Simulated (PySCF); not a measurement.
C₃H₁₂NSi₂ (SMILES CCN(C)[SiH][SiH3]) (doublet)

```xyz
18

C    -1.3793    1.4366    0.4951
C    -1.3376    0.7117   -0.8506
N    -0.3982   -0.3791   -0.8755
C    -0.8718   -1.5917   -0.2664
Si    1.2856   -0.1582   -1.1845
Si    2.6984   -0.3960    0.5979
H    -1.6631    0.7515    1.2906
H    -2.1030    2.2473    0.4631
H    -0.3985    1.8478    0.7258
H    -1.0530    1.4225   -1.6298
H    -2.3368    0.3281   -1.0898
H    -1.0356   -1.4791    0.8120
H    -1.8183   -1.9003   -0.7224
H    -0.1411   -2.3836   -0.4166
H     1.2799    1.1319   -1.8990
H     4.0608   -0.3936    0.0531
H     2.7412    0.5242    1.7511
H     2.4618   -1.7135    1.2075
```

Geometry: GFN2-xTB.

Level of theory: UKS B3LYP, pcH-1 on C H N Si, non-relativistic, mean-field spin-orbit, GIAO in PySCF 2.14.0, density-fitted response routines.

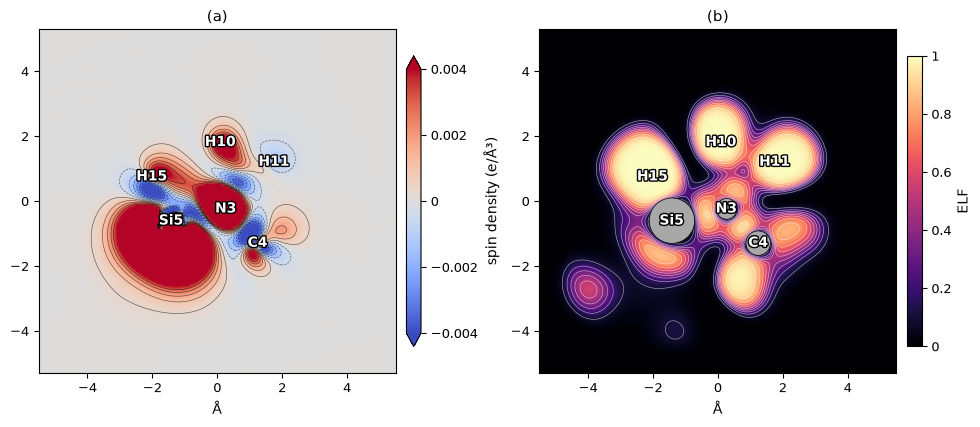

Figure 1. (a) spin density (α minus β); (b) ELF on the plane of atoms N3, Si5 and H15. Grey discs cover the atomic cores in the ELF map.

**What does the map show?**

The plane passes through N, C, Si and H nuclei. C–N (1.44 Å): the ELF peaks at about 0.90 between the atoms: a covalent bond. Si–N (1.73 Å): the ELF peaks at about 0.90 between the atoms: a shared but strongly polarised pair. Si–H (1.47 Å): the ELF climbs to about 1 towards the hydrogen, as it does in any bond to H. The unpaired spin (1 electron) lies mostly on Si5 (about 0.6), Si6 (about 0.1) and N3 (about 0.1), in electrons by Hirshfeld's partition.

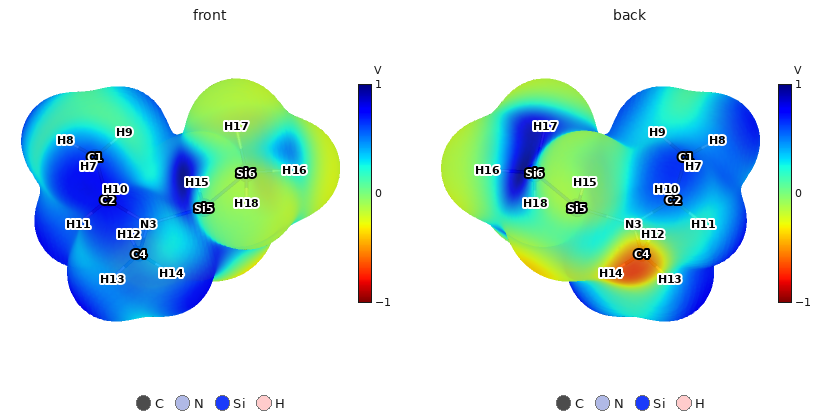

Figure 2. The electrostatic potential painted on the density surface at 0.002 e/bohr³, seen from the front and from behind; red is negative and blue positive.

**Which sites attract a positive test charge, and which a negative one?**

A positive charge is drawn to the negative regions and a negative charge to the positive ones. The most negative region (about −0.6 V, or −14 kcal/mol for a unit charge) lies over N3, the most positive (about +0.9 V, or +21 kcal/mol for a unit charge) over Si5 and Si6.
